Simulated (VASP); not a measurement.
Band structure of TiAl (L1_0). Calculation: TPSS meta-GGA, VASP's PBE PAW potentials (set 64) (plane waves; VASP).

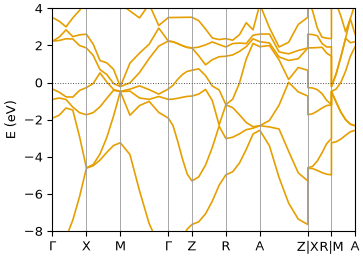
Bands along high-symmetry lines, zero at the valence-band maximum or, without a gap, the Fermi level

### Question
Read the plot: is there a gap, and where are the band edges?

### Answer
It has no gap at this level: it comes out as a metal or semimetal.

The compound is TiAl in the L1_0 structure. It was relaxed first. The electron count is odd and the run is not spin-polarised, which forces a metal.
